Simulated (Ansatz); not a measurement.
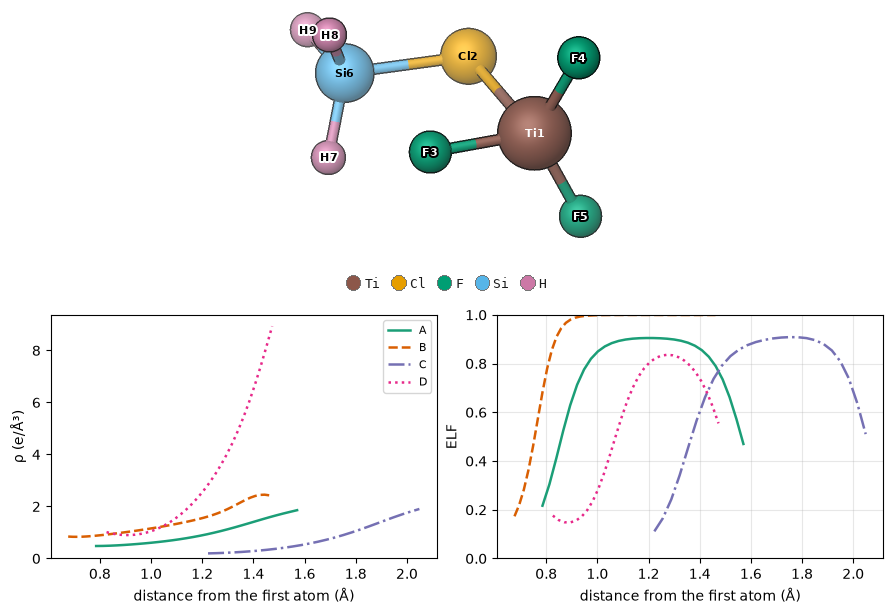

*ClF3H3SiTi (doublet). Electron density and electron localisation function along straight lines between neighbouring atoms. The curves leave out the atomic cores. The structure is drawn too.*

All numbers below come from UHF/def2-SVP in Ansatz 0.2.0.

The calculation's input:

```
crystal:
  periodic: [false, false, false]
  atoms:
    - { symbol: Ti, position_ang: [0.001454, -5.5e-05, -0.542667] }
    - { symbol: Cl, position_ang: [-0.00459, 0.001535, 3.023966] }
    - { symbol: F, position_ang: [1.780269, -0.000224, -0.641327] }
    - { symbol: F, position_ang: [-0.888049, 1.541066, -0.638939] }
    - { symbol: F, position_ang: [-0.887564, -1.541283, -0.63655] }
    - { symbol: Si, position_ang: [-0.000881, 0.000135, 5.13915] }
    - { symbol: H, position_ang: [-0.758544, -1.182345, 5.584031] }
    - { symbol: H, position_ang: [1.403386, -0.066805, 5.580633] }
    - { symbol: H, position_ang: [-0.643581, 1.247977, 5.585703] }
magnetization:
  spin_polarized: true
  initial_magnetization: 1
basis:
  gaussian: { orbitals: def2-SVP }
hamiltonian:
  xc: hf
relax:
  f_tol: 0.03
  max_steps: 50
output:
  orbitals: {}
```

Command:

```sh
ansatz run input.yaml --threads 4 --pin off --max-ram 5120MiB --backend cpu --events-out ev --progress --plain --runs-dir out
```

The fields are those of the run's last geometry, not of the input's.

Question: Which curve belongs to which contact (Si–Cl, Si–H, Ti–Cl and Ti–F)? The first atom named is at distance zero.

Answer: Curve A: Si–Cl (2.17 Å): ρ at the midpoint is about 0.7 e/Å³; the ELF peaks at about 0.90 between the atoms (a polar covalent bond). Curve B: Si–H (1.46 Å): the density is about 0.84 e/Å³ at the midpoint; the ELF climbs to about 1 towards the hydrogen, as it does in any bond to H. Curve C: Ti–Cl (2.64 Å): the density is about 0.23 e/Å³ at the midpoint; the ELF peaks at about 0.90 in the valence shell of Cl, 0.9 Å from its nucleus, and is about 0.35 at the midpoint. Curve D: Ti–F (1.79 Å): the density is about 0.9 e/Å³ at the midpoint; the ELF peaks at about 0.85 in the valence shell of F, 0.5 Å from its nucleus, and drops to about 0.15 between the two atoms.
